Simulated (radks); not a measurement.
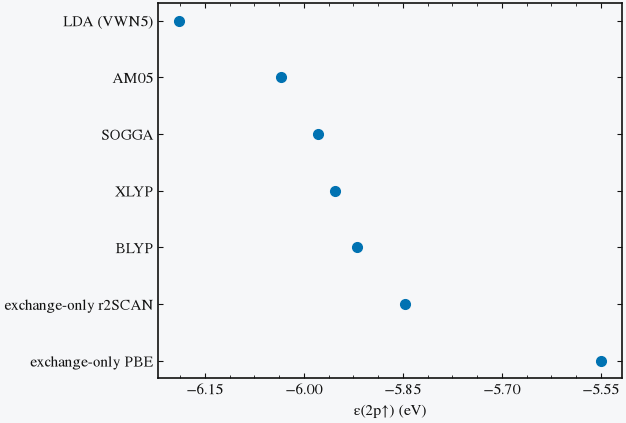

A free C atom; electrons: [He] 2s2 2p2 (high spin). All runs are scalar-relativistic, spin-polarised and spherical, computed with the in-house radial solver radks. The plot shows the eigenvalue (eV) of the 2p up orbital by 7 methods.

**How much do the methods differ, and in which order?**

The deepest is LDA (VWN5) (−6.19) and the shallowest exchange-only PBE (−5.55), a spread of 0.639 eV. In order (eV): LDA (VWN5) (−6.19), AM05 (−6.04), SOGGA (−5.98), XLYP (−5.95), BLYP (−5.92), exchange-only r2SCAN (−5.85), exchange-only PBE (−5.55). The measured ionisation energy (NIST) is 11.3 eV, and minus the eigenvalue comes closest to it for LDA (VWN5).
